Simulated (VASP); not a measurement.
Band structure of BaHfO3 (cubic perovskite). All values below come from MS2 meta-GGA, VASP's PBE PAW potentials (set 64) (plane waves; VASP 6.6.1).

Unless said otherwise, spin-orbit coupling is left out, though it shifts the bands of the heavy elements here.

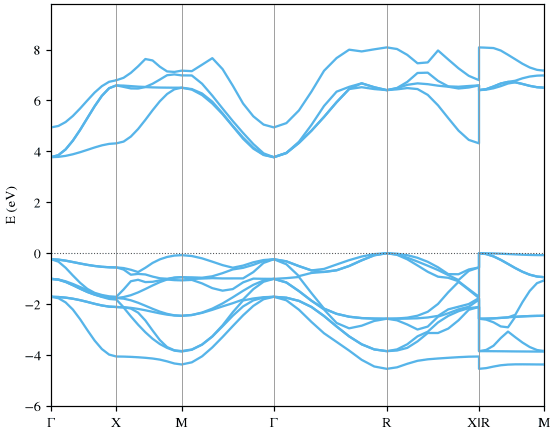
Fig. 1. Bands along high-symmetry lines, zero at the valence-band maximum or, without a gap, the Fermi level

### Question
Read the plot: is there a gap, and where are the band edges?

### Answer
The gap is indirect, 3.77 eV, from the valence maximum at R to the conduction minimum at Γ.

The compound is BaHfO3 in the cubic perovskite structure. It was relaxed first.
